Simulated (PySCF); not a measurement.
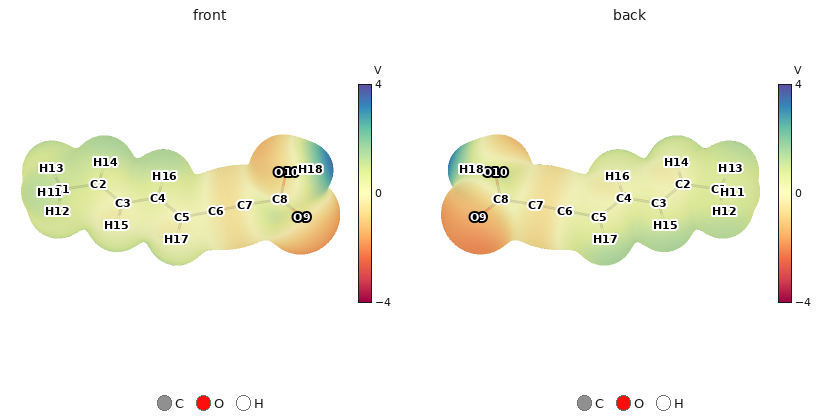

The picture shows: C8H8O2. The electrostatic potential painted on the density surface at 0.004 e/bohr³, seen from the front and from behind; red is negative and blue positive.

Geometry: GFN2-xTB.

Computed with PBE0/pcSseg-1, SCF density, gas phase, non-relativistic in PySCF 2.14.0.

```
atom    x (Å)    y (Å)    z (Å)
   C  -4.1103   0.1376  -0.5419
   C  -2.6363   0.1522  -0.7285
   C  -1.7438  -0.0177   0.2520
   C  -0.3262   0.0004   0.0405
   C   0.5787  -0.1726   1.0234
   C   1.9552  -0.1497   0.7891
   C   3.1438  -0.1258   0.5619
   C   4.5595  -0.1124   0.3706
   O   5.3759  -0.2675   1.2443
   O   4.8929   0.0966  -0.9166
   H  -4.5386   1.0857  -0.8683
   H  -4.3762  -0.0305   0.4988
   H  -4.5570  -0.6474  -1.1525
   H  -2.2899   0.3141  -1.7416
   H  -2.0840  -0.1804   1.2668
   H   0.0210   0.1648  -0.9714
   H   0.2680  -0.3394   2.0473
   H   5.8583   0.0983  -1.0055
```

> Describe the electrostatic potential map.

The most negative region (about −2.0 V) lies over O9, the most positive (about +3.2 V) over H18. O9 is the likeliest acceptor of a hydrogen bond.

> What dipole moment does the calculation give?

Its dipole moment is 4.66 D.
